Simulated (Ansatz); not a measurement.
## How fast states decay through Cs2LaAlF6

A new crystal, Cs2LaAlF6: structure, gap and complex bands. It is built by putting La for Y, Al for In in the Cs2YInF6 structure of space group Fm-3m, with the volume rescaled by atomic radii. The parent structure comes from the Materials Project.

Program: Ansatz 0.2.0. Level of theory: PBE DFT, plane waves, PAW files, in the first sound run; inputs show where later runs differ. Results are calculated unless marked as measured.

The structure was built from a prototype and need not be the compound's stable phase.

## (1) Set-up

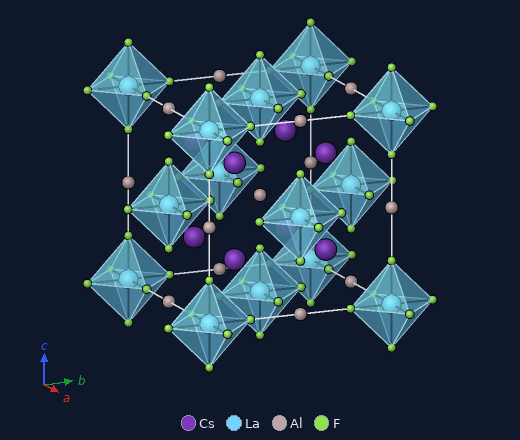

The starting structure, seen slightly off an axis (caesium purple, lanthanum blue, aluminium light grey, fluorine green). This picture shows the conventional cell, with its axes. Some periodic images of atoms are drawn too.

## (2) Relaxing the new crystal

The substituted atoms don't fit the parent's cell, so cell and atoms relax together. A small smearing keeps the run stable in case the gap closes on the way.

input.yaml

```yaml
crystal:
  lattice:
    - [0.0, 4.8763739289, 4.8763739289]
    - [4.8763739289, 0.0, 4.8763739289]
    - [4.8763739289, 4.8763739289, 0.0]
  atoms:
    - { symbol: Cs, position: [0.75, 0.75, 0.75] }
    - { symbol: Cs, position: [0.25, 0.25, 0.25] }
    - { symbol: La, position: [0.0, 0.0, 0.0] }
    - { symbol: Al, position: [0.5, 0.5, 0.5] }
    - { symbol: F, position: [0.774844, 0.225156, 0.225156] }
    - { symbol: F, position: [0.225156, 0.225156, 0.774844] }
    - { symbol: F, position: [0.225156, 0.774844, 0.774844] }
    - { symbol: F, position: [0.225156, 0.774844, 0.225156] }
    - { symbol: F, position: [0.774844, 0.225156, 0.774844] }
    - { symbol: F, position: [0.774844, 0.774844, 0.225156] }
kpoints:
  mp_grid: { grid: [4, 4, 4] }
scf:
  occupations: { method: gaussian, width: 0.03 }
hamiltonian:
  xc: pbe
output:
  forces: true
  stress: true
relax:
  f_tol: 0.02
  max_steps: 60
  cell: {}
```

Run with:

```sh
> ansatz run input.yaml --threads 2 --pin off --max-ram 4096MiB --backend cpu --events-out ev --progress --plain --runs-dir out
```

Numbers of over 12 decimals in the logs are rounded to 6 here.

Log:

```text
Engine: ansatz 0.2.0, aarch64-unknown-linux-gnu
Pseudopotentials: kind: paw
Pseudopotential: Cs, paw, valence charge 9, recommended cutoff 420 eV (normal), Cs.paw.azcp
Pseudopotential: La, paw, valence charge 11, recommended cutoff 420 eV (normal), La.paw.azcp
Pseudopotential: Al, paw, valence charge 3, recommended cutoff 420 eV (normal), Al.paw.azcp
Pseudopotential: F, paw, valence charge 7, recommended cutoff 420 eV (normal), F.paw.azcp
Functional definition: PBE
  parameter kappa = 0.804
  parameter beta = 0.066725
  exchange = pbe_x(kappa = kappa, mu = beta*pi^2/3)
  correlation = pbe_c(beta = beta)
Crystal: 10 atoms, lattice volume = 231.911 Å³
Basis set: ecut = 420 eV, 4573 PW (Γ), exchange–correlation on 96×96×96 points (8 copies of the dense FFT grid, shifted against one another)
Bands: 47, of which v1, the nominal top of the filled ones, is band 37 counted from 1 (36 counted from 0)
Symmetry: 48 space group operations
Space group: Fm-3m (ITA 225), of the structure as read, at distance tolerance 6.1e-5 Å
k-points: 8 of 64
Non-local potential: Cs, projectors of the file, l = 0: 3, l = 1: 2, l = 2: 2, l = 3: 2
Non-local potential: La, projectors of the file, l = 0: 3, l = 1: 2, l = 2: 2, l = 3: 3
Non-local potential: Al, projectors of the file, l = 0: 2, l = 1: 2, l = 2: 1
Non-local potential: F, projectors of the file, l = 0: 2, l = 1: 2, l = 2: 1
PAW form: soft (Blöchl's): semilocal exchange-correlation on the pseudo side does not see the compensation charge
PAW one-centre angular grid: Cs, 194 points (default); XC on 64 Gauss nodes
PAW one-centre angular grid: La, 590 points (default); XC on 64 Gauss nodes
PAW one-centre angular grid: Al, 110 points (default); XC on 64 Gauss nodes
PAW one-centre angular grid: F, 110 points (default); XC on 64 Gauss nodes
Initial density: superposition of atomic densities (neutral atoms: chi_scale 0, normalization atom), corrected by the library's trained network
Initial wavefunctions: pseudopotential atomic-orbital guess
Functional: x = pbe(κ = 0.804, μ = 0.219515), c = pbe(β = 0.066725)
SCF iter   1: F=—  HF=-22991.286661 eV  |F-HF|=—  |Δ(HF+E_count)|=         —  Δρ=1.70e-3  dr2=1.56e-2  ethr=1.77e-3  ⟨swp⟩=8.6  Hψ=1894  notcnv=0  defer=5
preconditioner: auto → Resta (q_TF=auto, 2.255 Å⁻¹)  ε∞=3.9  [insulator: Δε(μ)=3.496 eV  Ē_g=10.630 eV  σ=0.030 eV  W_gap=1.00  n_scr=58 (ndim 8)  ℏωp=18.2 eV  f_vac=0.064  D(μ)=0.00/eV (n_scr^D=0)  ε∞_Penn≈3.9]
SCF iter   2: F=—  HF=-22991.283778 eV  |F-HF|=—  |Δ(HF+E_count)|=   2.88e-3  Δρ=8.86e-4  dr2=4.01e-3  ethr=2.11e-5  ⟨swp⟩=3.4  Hψ=793  notcnv=0  defer=40
SCF iter   3: F=—  HF=-22991.283433 eV  |F-HF|=—  |Δ(HF+E_count)|=   3.45e-4  Δρ=8.28e-4  dr2=1.04e-3  ethr=5.42e-6  ⟨swp⟩=2.9  Hψ=538  notcnv=0  defer=40
SCF iter   4: F=—  HF=-22991.283242 eV  |F-HF|=—  |Δ(HF+E_count)|=   1.91e-4  Δρ=1.53e-4  dr2=7.18e-5  ethr=1.40e-6  ⟨swp⟩=2.0  Hψ=493  notcnv=0  defer=40
SCF iter   5: F=—  HF=-22991.283110 eV  |F-HF|=—  |Δ(HF+E_count)|=   1.32e-4  Δρ=4.32e-5  dr2=6.44e-6  ethr=9.70e-8  ⟨swp⟩=2.2  Hψ=657  notcnv=0  defer=40
SCF iter   6: F=—  HF=-22991.283111 eV  |F-HF|=—  |Δ(HF+E_count)|=   1.13e-6  Δρ=1.33e-5  dr2=3.42e-7  ethr=8.71e-9  ⟨swp⟩=2.1  Hψ=619  notcnv=0  defer=40
SCF iter   7: F=-22991.283111 eV  HF=-22991.283111 eV  |F-HF|=9.39e-9  |Δ(HF+E_count)|=   1.84e-7  Δρ=2.88e-6  dr2=1.84e-8  ethr=1.35e-10  ⟨swp⟩=4.0  Hψ=1296  notcnv=0
SCF 1 converged in 7 iterations: F = -22991.283111 eV  dr2 = 1.84e-8
  greatest PAW one-centre occupation: 0.974 electrons in one spin orbital (limit 2), on the La atom at site 2 (counted from 0), in its partial waves of l = 0
relax step   1: F+E_penalty+E_count = -22991.28311116 eV  Δ(F+E_penalty+E_count) = +0.000e0 eV  max|allowed force component| = 2.147e0 eV/Å  Δτ_max = 0.0000 Å  P = +4.911 GPa  Ω = 231.911 Å³  (7 SCF iters, dr2 threshold 1.00e-7 eV, accepted)
Crystal: 10 atoms, lattice volume = 232.936 Å³
Initial density: handed on by an earlier stage of this run
Initial wavefunctions: those handed on with the density
iter 1 solved again at ethr=6.82e-4 eV; its pass at ethr=3.10e-3 eV (dr2=5.05e-1 eV) is discarded
SCF iter   1: F=—  HF=-22992.143867 eV  |F-HF|=—  |Δ(HF+E_count)|=         —  Δρ=2.10e-2  dr2=5.05e-1  ethr=6.82e-4  ⟨swp⟩=1.0  Hψ=2115  notcnv=0
preconditioner: auto → Resta (q_TF=auto, 2.254 Å⁻¹)  ε∞=4.4  [insulator: Δε(μ)=2.720 eV  Ē_g=9.898 eV  σ=0.030 eV  W_gap=1.00  n_scr=58 (ndim 8)  ℏωp=18.2 eV  f_vac=0.058  D(μ)=0.00/eV (n_scr^D=0)  ε∞_Penn≈4.4]
SCF iter   2: F=—  HF=-22991.986045 eV  |F-HF|=—  |Δ(HF+E_count)|=   1.58e-1  Δρ=9.28e-3  dr2=1.05e-1  ethr=6.82e-4  ⟨swp⟩=4.1  Hψ=758  notcnv=0
SCF iter   3: F=—  HF=-22991.960324 eV  |F-HF|=—  |Δ(HF+E_count)|=   2.57e-2  Δρ=4.37e-3  dr2=2.33e-2  ethr=1.42e-4  ⟨swp⟩=4.2  Hψ=890  notcnv=0  defer=3
SCF iter   4: F=—  HF=-22991.955310 eV  |F-HF|=—  |Δ(HF+E_count)|=   5.01e-3  Δρ=1.29e-3  dr2=2.01e-3  ethr=3.15e-5  ⟨swp⟩=2.0  Hψ=705  notcnv=0  defer=20
SCF iter   5: F=—  HF=-22991.955014 eV  |F-HF|=—  |Δ(HF+E_count)|=   2.96e-4  Δρ=1.35e-4  dr2=1.32e-4  ethr=2.71e-6  ⟨swp⟩=2.0  Hψ=716  notcnv=0  defer=20
SCF iter   6: F=—  HF=-22991.954873 eV  |F-HF|=—  |Δ(HF+E_count)|=   1.41e-4  Δρ=5.40e-5  dr2=9.36e-6  ethr=1.78e-7  ⟨swp⟩=2.0  Hψ=580  notcnv=0  defer=20
SCF iter   7: F=-22991.954873 eV  HF=-22991.954873 eV  |F-HF|=1.82e-7  |Δ(HF+E_count)|=   4.50e-7  Δρ=1.31e-5  dr2=5.00e-7  ethr=1.35e-9  ⟨swp⟩=3.1  Hψ=1650  notcnv=0
SCF 2 converged in 7 iterations: F = -22991.954873 eV  dr2 = 5.00e-7
  greatest PAW one-centre occupation: 0.973 electrons in one spin orbital (limit 2), on the La atom at site 2 (counted from 0), in its partial waves of l = 0
relax step   2: F+E_penalty+E_count = -22991.95487299 eV  Δ(F+E_penalty+E_count) = -6.718e-1 eV  max|allowed force component| = 6.680e-1 eV/Å  Δτ_max = 0.1956 Å  P = -1.548 GPa  Ω = 232.936 Å³  energy of the carried Pulay correction = -1.949e-3 eV  (7 SCF iters, dr2 threshold 1.00e-6 eV, accepted)
Crystal: 10 atoms, lattice volume = 232.588 Å³
iter 1 solved again at ethr=3.08e-5 eV; its pass at ethr=3.10e-3 eV (dr2=2.28e-2 eV) is discarded
SCF iter   1: F=—  HF=-22992.086261 eV  |F-HF|=—  |Δ(HF+E_count)|=         —  Δρ=5.07e-3  dr2=2.40e-2  ethr=3.08e-5  ⟨swp⟩=2.2  Hψ=1516  notcnv=0
preconditioner: auto → Resta (q_TF=auto, 2.254 Å⁻¹)  ε∞=4.6  [insulator: Δε(μ)=2.893 eV  Ē_g=9.649 eV  σ=0.030 eV  W_gap=1.00  n_scr=58 (ndim 8)  ℏωp=18.2 eV  f_vac=0.055  D(μ)=0.00/eV (n_scr^D=0)  ε∞_Penn≈4.6]
SCF iter   2: F=—  HF=-22992.079554 eV  |F-HF|=—  |Δ(HF+E_count)|=   6.71e-3  Δρ=2.52e-3  dr2=5.62e-3  ethr=3.08e-5  ⟨swp⟩=4.0  Hψ=768  notcnv=0
SCF iter   3: F=—  HF=-22992.077950 eV  |F-HF|=—  |Δ(HF+E_count)|=   1.60e-3  Δρ=3.26e-4  dr2=1.70e-4  ethr=7.59e-6  ⟨swp⟩=2.1  Hψ=705  notcnv=0
SCF iter   4: F=—  HF=-22992.077754 eV  |F-HF|=—  |Δ(HF+E_count)|=   1.96e-4  Δρ=1.81e-4  dr2=5.28e-5  ethr=2.29e-7  ⟨swp⟩=2.0  Hψ=670  notcnv=0
SCF iter   5: F=—  HF=-22992.077744 eV  |F-HF|=—  |Δ(HF+E_count)|=   9.37e-6  Δρ=6.71e-5  dr2=1.12e-5  ethr=7.13e-8  ⟨swp⟩=2.0  Hψ=664  notcnv=0
SCF iter   6: F=—  HF=-22992.077743 eV  |F-HF|=—  |Δ(HF+E_count)|=   1.21e-6  Δρ=1.67e-5  dr2=1.04e-6  ethr=1.51e-8  ⟨swp⟩=2.4  Hψ=685  notcnv=0
SCF iter   7: F=-22992.077743 eV  HF=-22992.077743 eV  |F-HF|=2.34e-8  |Δ(HF+E_count)|=   8.67e-8  Δρ=3.20e-6  dr2=3.50e-8  ethr=1.35e-9  ⟨swp⟩=4.0  Hψ=1262  notcnv=0
SCF 3 converged in 7 iterations: F = -22992.077743 eV  dr2 = 3.50e-8
relax step   3: F+E_penalty+E_count = -22992.07774308 eV  Δ(F+E_penalty+E_count) = -1.229e-1 eV  max|allowed force component| = 1.792e-1 eV/Å  Δτ_max = 0.0462 Å  P = -0.481 GPa  Ω = 232.588 Å³  energy of the carried Pulay correction = -1.288e-3 eV  (7 SCF iters, dr2 threshold 1.00e-6 eV, accepted)
[...]
relax step   4: F+E_penalty+E_count = -22992.08628831 eV  Δ(F+E_penalty+E_count) = -8.545e-3 eV  max|allowed force component| = 3.502e-3 eV/Å  Δτ_max = 0.0151 Å  P = -0.072 GPa  Ω = 232.456 Å³  energy of the carried Pulay correction = -1.038e-3 eV  (5 SCF iters, dr2 threshold 1.00e-6 eV, accepted)
[...]
relax step   5: F+E_penalty+E_count = -22992.08750811 eV  Δ(F+E_penalty+E_count) = -1.220e-3 eV  max|allowed force component| = 2.073e-4 eV/Å  Δτ_max = 0.0015 Å  P = -0.005 GPa  Ω = 231.895 Å³  energy of the carried Pulay correction = +3.099e-5 eV  (5 SCF iters, dr2 threshold 1.29e-8 eV, accepted)
Initial wavefunctions: pseudopotential atomic-orbital guess (no wavefunctions were taken with the density)
iter 1 solved again at ethr=2.63e-7 eV; its pass at ethr=3.10e-3 eV (dr2=1.95e-4 eV) is discarded
SCF iter   1: F=—  HF=-22992.087665 eV  |F-HF|=—  |Δ(HF+E_count)|=         —  Δρ=2.24e-6  dr2=9.44e-9  ethr=2.63e-7  ⟨swp⟩=3.9  Hψ=2743  notcnv=0
eigensolver tolerance schedule: the retry pair's looser diagonalisation over-reported the residual by 20631.57 of it (diagonalisation noise at an unbounded share of the residual, at the tolerance the schedule requests for it); recorded, not acted on — ethr = c·dr2/N_el stays at c = 1.0e-1
preconditioner: auto → Resta (q_TF=auto, 2.255 Å⁻¹)  ε∞=4.4  [insulator: Δε(μ)=3.124 eV  Ē_g=9.836 eV  σ=0.030 eV  W_gap=1.00  n_scr=58 (ndim 8)  ℏωp=18.2 eV  f_vac=0.057  D(μ)=0.00/eV (n_scr^D=0)  ε∞_Penn≈4.4]
SCF iter   2: F=—  HF=-22992.087508 eV  |F-HF|=—  |Δ(HF+E_count)|=   1.57e-4  Δρ=1.44e-6  dr2=4.62e-9  ethr=1.28e-11  ⟨swp⟩=3.5  Hψ=1005  notcnv=0
SCF iter   3: F=—  HF=-22992.087508 eV  |F-HF|=—  |Δ(HF+E_count)|=   8.58e-9  Δρ=1.36e-6  dr2=2.81e-9  ethr=6.24e-12  ⟨swp⟩=2.0  Hψ=664  notcnv=0
SCF iter   4: F=—  HF=-22992.087508 eV  |F-HF|=—  |Δ(HF+E_count)|=  1.24e-10  Δρ=3.32e-7  dr2=1.78e-10  ethr=3.80e-12  ⟨swp⟩=2.0  Hψ=557  notcnv=0
SCF iter   5: F=-22992.087508 eV  HF=-22992.087508 eV  |F-HF|=3.27e-11  |Δ(HF+E_count)|=  1.24e-10  Δρ=2.27e-7  dr2=7.48e-11  ethr=1.00e-12  ⟨swp⟩=4.0  Hψ=1296  notcnv=0
SCF 6 converged in 5 iterations: F = -22992.087508 eV  dr2 = 7.48e-11
relax step   6: F+E_penalty+E_count = -22992.08750811 eV  Δ(F+E_penalty+E_count) = -2.303e-9 eV  max|allowed force component| = 1.992e-4 eV/Å  Δτ_max = 0.0000 Å  P = -0.000 GPa  Ω = 231.895 Å³  stress off target by 1.11e-4 GPa  SCF on the basis re-selected at this cell (its energy is not comparable with the rows above)  (5 SCF iters)
basis re-selected at this cell: Δ(F+E_penalty+E_count) = -2.303e-9 eV, ΔP = +0.005 GPa vs the last step (what re-selecting the basis moved, of the pressure what is left beyond the Pulay correction that the steps carried, after the strain that the cell walked since its last selection, with what the two solves' SCF thresholds leave and, on support functions, any second-order correction that the steps lacked; it is no m [...]
SCF converged after 5 iterations
Free energy (F): -22992.087508 eV
Harris-Foulkes:  -22992.087508 eV  (|F-HF|=3.27e-11)
Internal energy: -22992.087508 eV  (E = F + TS)
E sigma→0 (E₀):  -22992.087508 eV
Fermi energy:    6.504061 eV
--- Per-component energies (eV) ---
  E_band       = -409.826072
  E_kinetic    = 1731.804883
  E_local      = -5294.913313  (includes V_loc(G=0)·N_el)
  E_nonlocal   = 608.768820
  E_hartree    = 2045.723942
  E_xc         = -1006.946627
  E_vxc        = -1042.942080  (∫ρ·V_xc dr)
  E_paw        = -17219.129773  (= ΣΔE_a)
  E_vpaw       = -504.004723  (= ΣTr[D̂ρ^β])
  E_aug_tail   = 0.012199  (compensation charges beyond the density's cutoff)
  E_ewald      = -3857.407640
  E_smearing   = -0.000000  (= −TS)
  E_closure    = 0.000000  (closes the sum)
  Σ components = -22992.087508   (vs F -22992.087508, Δ=0.00e0)
--- Forces (eV/Å), atoms counted from 1 ---
  atom   1  Cs    -0.00000000    -0.00000000    -0.00000000
  atom   2  Cs     0.00000000     0.00000000     0.00000000
  atom   3  La     0.00000000     0.00000000    -0.00000000
  atom   4  Al     0.00000000     0.00000000    -0.00000000
  atom   5  F      0.00019922     0.00000000     0.00000000
  atom   6  F     -0.00000000     0.00000000     0.00019922
  atom   7  F     -0.00019922    -0.00000000     0.00000000
  atom   8  F     -0.00000000     0.00019922     0.00000000
  atom   9  F      0.00000000    -0.00019922    -0.00000000
  atom  10  F      0.00000000     0.00000000    -0.00019922
  max |Σ_I F_I| component: 9.49e-19 eV/Å
--- Stress (GPa, compression-positive) ---
       -0.000111      -0.000000      -0.000000
       -0.000000      -0.000111      -0.000000
       -0.000000       0.000000      -0.000111
  P = ⅓ Tr σ = -0.0001 GPa (-0.001 kbar)
--- Relaxed structure (5 steps of the walk, 5 accepted, 1 SCFs on fresh bases) ---
  F+E_penalty+E_count = -22992.08750811 eV   max|allowed force component| = 1.992e-4 eV/Å   (the final SCF, on the basis selected at the relaxed cell)
  cell:  # Å, volume = 231.8945 Å³
    - [0, 4.876260, 4.876260]
    - [4.876260, 0, 4.876260]
    - [4.876260, 4.876260, 0]
  atoms:
    - { symbol: Cs, position: [0.75, 0.75, 0.75] }
    - { symbol: Cs, position: [0.25, 0.25, 0.25] }
    - { symbol: La, position: [1.0494343396848427e-18, 7.826289990870102e-19, 3.6018720980709033e-19] }
    - { symbol: Al, position: [0.5, 0.5, 0.5] }
    - { symbol: F, position: [0.760920, 0.239080, 0.239080] }
    - { symbol: F, position: [0.239080, 0.239080, 0.760920] }
    - { symbol: F, position: [0.239080, 0.760920, 0.760920] }
    - { symbol: F, position: [0.239080, 0.760920, 0.239080] }
    - { symbol: F, position: [0.760920, 0.239080, 0.760920] }
    - { symbol: F, position: [0.760920, 0.760920, 0.239080] }
```

Run time: 16 s. Hardware: 2 threads of Arm Neoverse V2, shared host; peak memory 0.57 GiB.

Relaxation path:

```tsv
step	energy less that of the first step (eV)	largest force component (eV/Å)	pressure (GPa)	volume (Å³)
1	0.0000	2.1475	4.91	231.91
2	-0.6718	0.6680	-1.55	232.94
3	-0.7946	0.1792	-0.48	232.59
4	-0.8032	0.0035	-0.07	232.46
5	-0.8044	0.0002	0.00	231.89
6*	-0.8044	0.0002	0.00	231.89
```

Relaxation steps marked * repeat the geometry before them on a plane-wave basis chosen anew for their cell, so energy and pressure can jump there.

The run keeps the 48 symmetry operations that it works with, so distortions that break them were not tested.

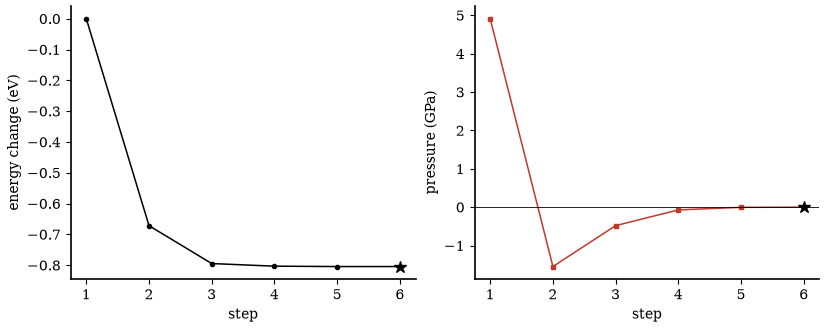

Energy and pressure along the relaxation. Stars mark steps on a basis chosen anew.

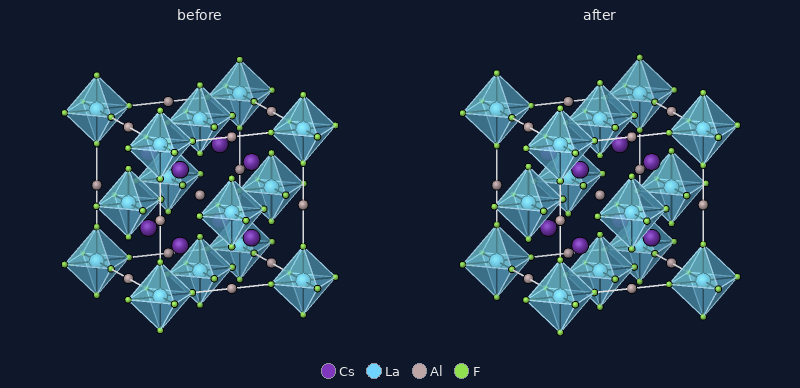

The structure before and after the relaxation, drawn at the same scale.

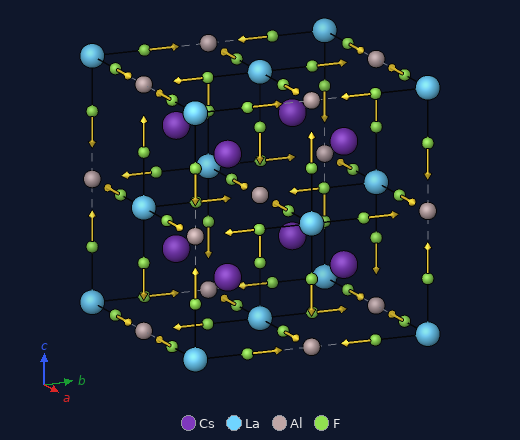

Displacements in the relaxation, exaggerated, measured against the changing cell; the longest in the cell stands for 0.14 Å. Some periodic images of atoms are drawn too.

```tsv
conventional cell, symmetrised	before	after	change
a (Å)	9.753	9.753	-0.0 %
b (Å)	9.753	9.753	-0.0 %
c (Å)	9.753	9.753	-0.0 %
volume (Å³/atom)	23.19	23.19	-0.0 %
```

The atoms that moved most (Å, as changes of fractional coordinates times the final cell):

```tsv
atom	dx	dy	dz	length
F5	0.136	0.000	0.000	0.136
F8	0.000	0.136	0.000	0.136
F6	0.000	0.000	0.136	0.136
F9	0.000	-0.136	0.000	0.136
F7	-0.136	0.000	0.000	0.136
F10	0.000	0.000	-0.136	0.136
```

The relaxed structure:

```cif
data_structure
_symmetry_space_group_name_H-M 'P 1'
_symmetry_Int_Tables_number 1
_cell_length_a 6.8961
_cell_length_b 6.8961
_cell_length_c 6.8961
_cell_angle_alpha 60.000
_cell_angle_beta 60.000
_cell_angle_gamma 60.000
_cell_volume 231.89
loop_
_atom_site_label
_atom_site_type_symbol
_atom_site_fract_x
_atom_site_fract_y
_atom_site_fract_z
_atom_site_occupancy
Cs1 Cs 0.75000 0.75000 0.75000 1
Cs2 Cs 0.25000 0.25000 0.25000 1
La3 La 0.00000 0.00000 0.00000 1
Al4 Al 0.50000 0.50000 0.50000 1
F5 F 0.76092 0.23908 0.23908 1
F6 F 0.23908 0.23908 0.76092 1
F7 F 0.23908 0.76092 0.76092 1
F8 F 0.23908 0.76092 0.23908 1
F9 F 0.76092 0.23908 0.76092 1
F10 F 0.76092 0.76092 0.23908 1
```

Numbers from this step:

| Quantity | Value |
| --- | --- |
| free energy | -22992.0875 eV |
| Fermi energy | 6.504 eV |
| pressure | -1.11e-4 GPa |

The largest force component on a free atom ends at 2.0e-4 eV/Å.

(Continued in part 2 of 3.)

[Logs are printed without paths, hosts, clocks, repeated set-up lines and the standing remarks that a program may print on its own settings, such as how far it seeks lower states.]

[Hosts, paths, dates, database ids (printed as entryN), source tags and the programs' standing remarks are cut or masked in the printed files.]

[New means built here by substitution; the compound itself may be known and measured.]
